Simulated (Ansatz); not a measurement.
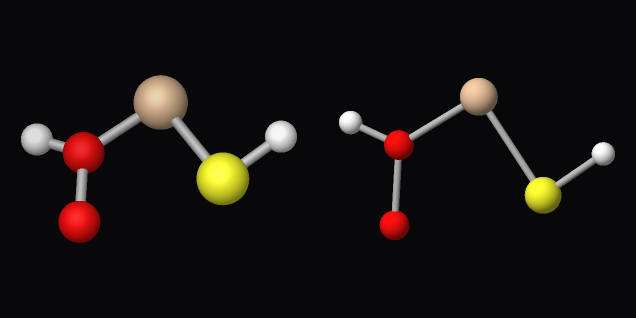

The same structure drawn twice, from different directions. Colours: oxygen red, silicon light orange, sulfur yellow, hydrogen white.

Computed geometry: PBE0-D4/def2-TZVP optimisation. No frequency run is at hand to confirm it as a minimum.

What is the molecular formula?

H₂O₂SSi, 6 atoms: 2 hydrogen, 2 oxygen, 1 sulfur and 1 silicon.

Count the bonded pairs by element.

1 O–H, 1 O–Si, 1 O–O, 1 S–Si, 1 S–H. Sticks follow a distance rule.

The parts below concern this one geometry. Atoms keep their numbers from picture to picture.

**Shape**

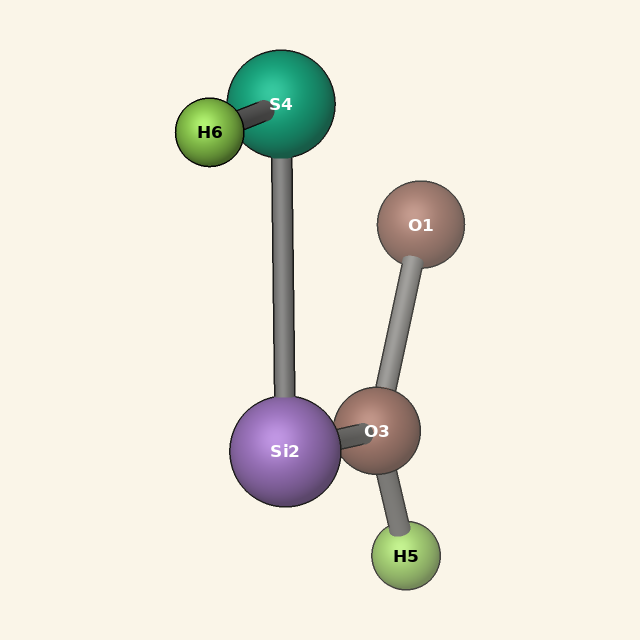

O3 lies behind Si2. The molecule seen a little off the Si2–O3 bond, Si2 in front. Distant atoms are faded towards the background colour. No frequency run is at hand to confirm it as a minimum.

What is the torsion angle S4–Si2–O3–O1? The sign is positive where the front bond must turn clockwise to cover the back bond.

0°, synperiplanar (eclipsed).

**Electronic properties**

No frequency run is at hand to confirm it as a minimum. Properties computed with RKS PBE0-D4/def2-TZVPP (Ansatz 0.2.0).

Estimate the LUMO energy (Kohn–Sham orbital).

−2.38 eV.

Give the HOMO energy (Kohn–Sham orbital) at this level.

−6.40 eV.

**Charges**

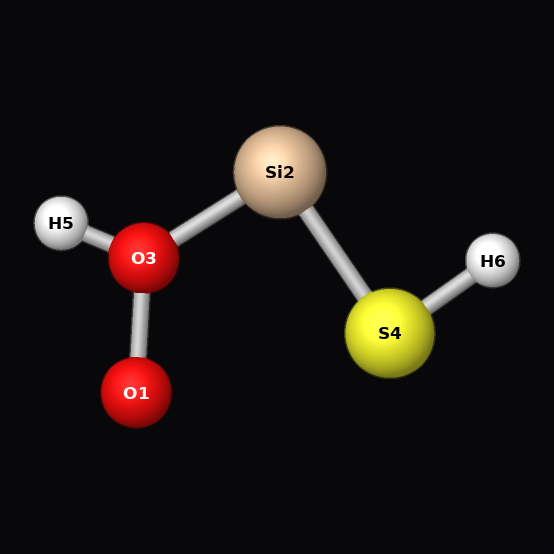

The questions are on Mulliken charges. No frequency run is at hand to confirm it as a minimum. Method: RKS PBE0-D4/def2-TZVP (Ansatz 0.2.0).

Give the Mulliken charges atom by atom.

```csv
atom,value (e)
O1,−0.48
Si2,0.29
O3,−0.17
S4,−0.16
H5,0.37
H6,0.15
```

**Dipole moment**

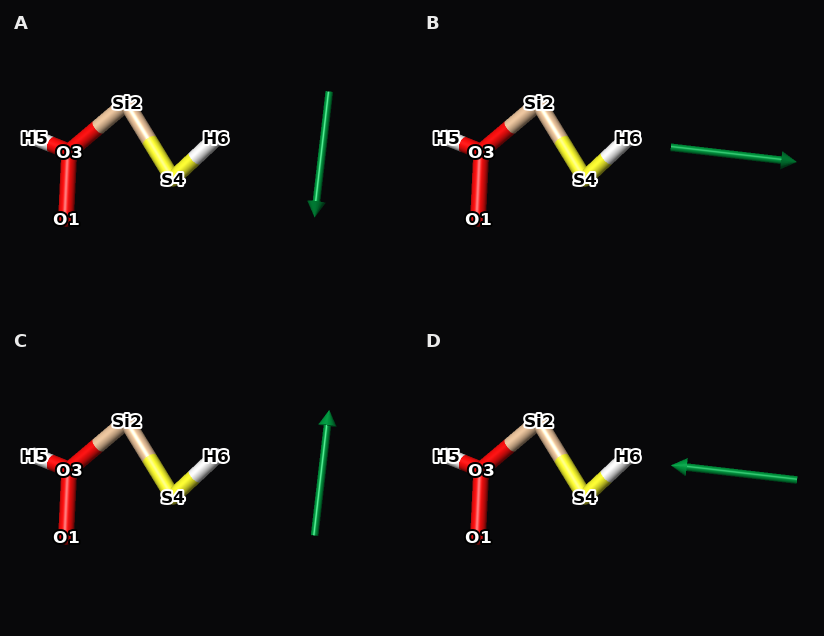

The same molecule four times, each with an arrow. No frequency run is at hand to confirm it as a minimum. Method: RKS PBE0-D4/def2-TZVP (Ansatz 0.2.0).

Which arrow points along the dipole moment, from the negative to the positive end?

C. The dipole moment is 4.08 D; it points from the side of O1 to the side of Si2 (the outermost atoms at the two ends).

Mulliken values depend strongly on the basis set and can even reverse the polarity of a bond.
